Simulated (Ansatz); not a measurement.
**AlH6PSi2 (SMILES [AlH2]/[P]=[SiH]\[SiH3]): density, localisation and related maps**

Input file:

```
crystal:
  periodic: [false, false, false]
  atoms:
    - {symbol: Al, position_ang: [1.062784, 3.235355, 1.333008]}
    - {symbol: P, position_ang: [1.454123, 2.537104, -0.831589]}
    - {symbol: Si, position_ang: [-0.313933, 1.425438, -0.884620]}
    - {symbol: Si, position_ang: [-2.052050, 1.024814, 0.666685]}
    - {symbol: H, position_ang: [-0.242441, 2.775494, 2.126253]}
    - {symbol: H, position_ang: [2.113214, 4.192313, 2.043652]}
    - {symbol: H, position_ang: [-0.613680, 0.690605, -2.158089]}
    - {symbol: H, position_ang: [-1.545261, 0.336345, 1.888819]}
    - {symbol: H, position_ang: [-3.016263, 0.121496, -0.036144]}
    - {symbol: H, position_ang: [-2.753476, 2.287504, 1.038409]}
basis:
  gaussian: {orbitals: def2-TZVPD}
hamiltonian: {xc: {name: PBE0}}
output: {forces: true, orbitals: {seedname: orbitals}}
```

Run with:

```sh
ansatz run input.yaml --threads 2 --pin off --max-ram 4350MiB --events-out events.jsonl --progress --plain --runs-dir runs
```

Geometry: r2SCAN-D4/def2-SVP.

Method: Ansatz, isolated molecule in a Gaussian basis; Kohn-Sham density functional theory, functional PBE0.

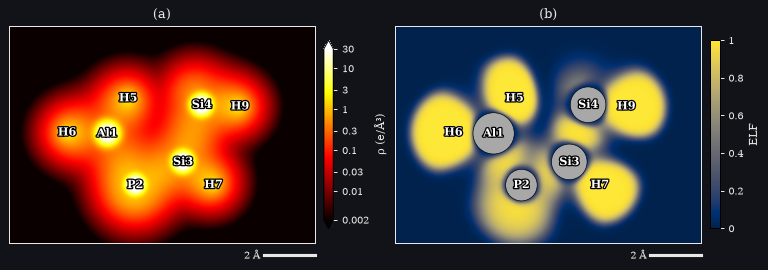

Figure 1. (a) electron density; (b) ELF on the plane of atoms P2, Si3 and H7. Grey discs cover the atomic cores in the ELF map.

Question: Interpret the plot.

Answer: The section cuts through Al, P, Si and H sites.
Si–P (2.09 Å): ρ at the midpoint is about 0.83 e/Å³; the ELF peaks at about 0.90 between the atoms (a covalent bond).
Al–P (2.31 Å): ρ at the midpoint is about 0.57 e/Å³; the ELF peaks at about 0.95 between the atoms: a shared electron pair.
Si–Si (2.36 Å): ρ is about 0.61 e/Å³ halfway; the ELF peaks at about 1 between the atoms; a covalent bond.
Si–H (1.50 Å): the density is about 0.8 e/Å³ at the midpoint; the ELF climbs to about 1 towards the hydrogen, as it does in any bond to H.
Al–H (1.59 Å): the density is about 0.56 e/Å³ at the midpoint; the ELF climbs to about 1 towards the hydrogen.
The ELF also peaks beside P2, away from the bonds: lone-pair regions.

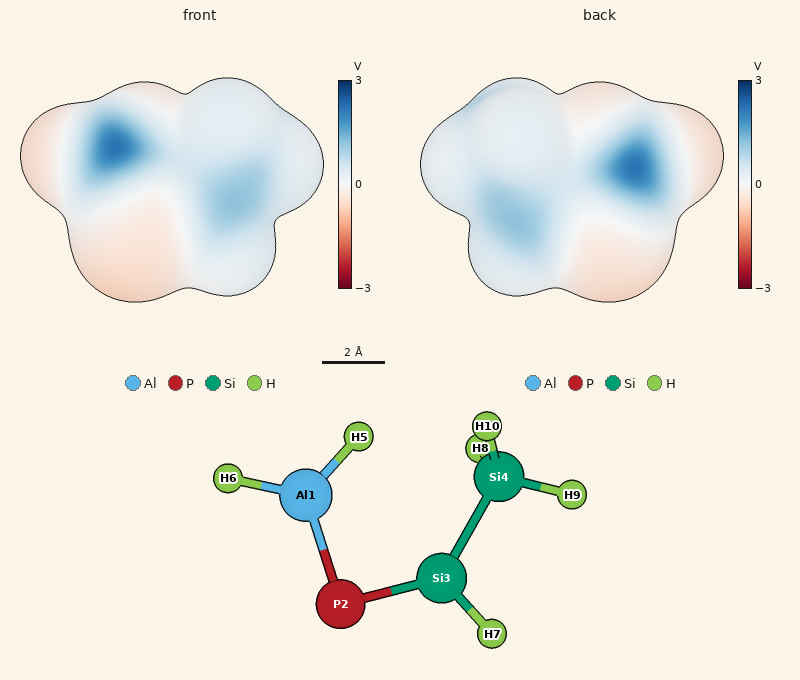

Figure 2. The molecular electrostatic potential painted on the density surface at 0.001 e/bohr³, seen from the front and from behind; the colour scale runs from red (negative) to blue (positive). The bare structure is drawn below in the same view.

Question: Describe the electrostatic potential map.

Answer: The most negative region (about −0.6 V) lies over P2, the most positive (about +2.1 V) over Al1.

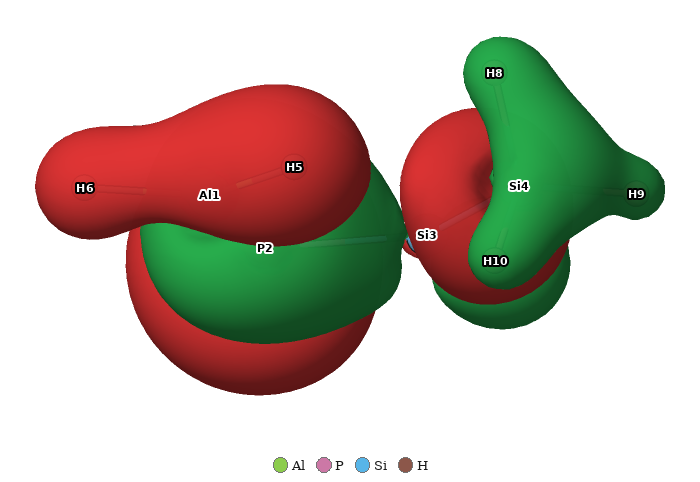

Figure 3. The HOMO−1 at ±0.06 Å⁻³ᐟ² (green and red are the two phases), seen from one side.

Question: Describe this orbital and give its energy.

Answer: By Hirshfeld shares it lies mainly on P2 (about 55 %), Al1 (about 15 %), Si3 (about 10 %) and Si4 (about 10 %). Its energy is −7.15 eV.
